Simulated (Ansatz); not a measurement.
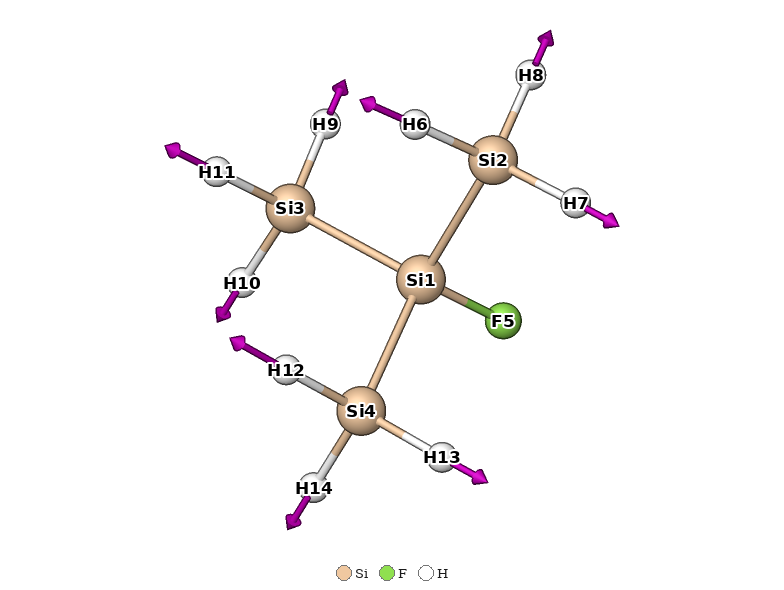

The arrows show one normal mode. Harmonic vibrations computed with RKS PBE0-D4/def2-TZVP (Ansatz 0.2.0) at a stationary point of the same level.

Q: Describe the motion.

A: Mostly in-phase stretching of 9 Si–H bonds.

Q: At what wavenumber does it lie?

A: 2216 cm⁻¹; it is mode 30 of 36 counted from the lowest.
